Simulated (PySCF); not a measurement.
Si(OH)3(SiMe3), SMILES C[Si](C)(C)[Si](O)(O)O at its GFN2-xTB optimised geometry (Å):

```
20

C      1.5806     0.4500     0.0000
Si    -0.3358     0.4500     0.0000
C     -0.8990     2.2818     0.0000
C     -0.8991    -0.3125     1.6654
Si    -1.1901    -0.7067    -1.8015
O     -0.9530    -2.3170    -1.6673
O     -0.5026    -0.2474    -3.2100
O     -2.7990    -0.4824    -1.9701
H      1.9773    -0.5614     0.0035
H      1.9782     0.9529    -0.8771
H      1.9768     0.9588     0.8741
H     -1.9782     2.3659     0.0927
H     -0.4577     2.8319     0.8261
H     -0.6107     2.7855    -0.9184
H     -0.5294     0.2624     2.5096
H     -0.5352    -1.3297     1.7803
H     -1.9825    -0.3436     1.7412
H     -1.5704    -2.8319    -1.1583
H      0.3263    -0.6382    -3.4661
H     -3.1099     0.2896    -2.4316
```

Level of theory: PBE0/def2-SVP (PySCF).

Map of the electrostatic potential (hartree/e), clipped to [-0.08, 0.12] on the plane z = 1.2 Å:

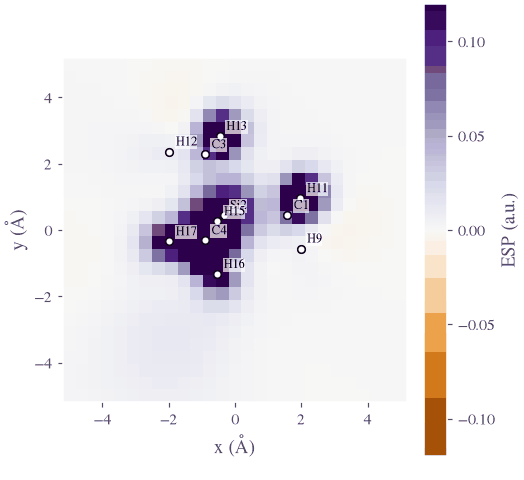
Fig. 1. Electrostatic potential (hartree/e), clipped to [-0.08, 0.12] on the plane z = 1.2 Å.
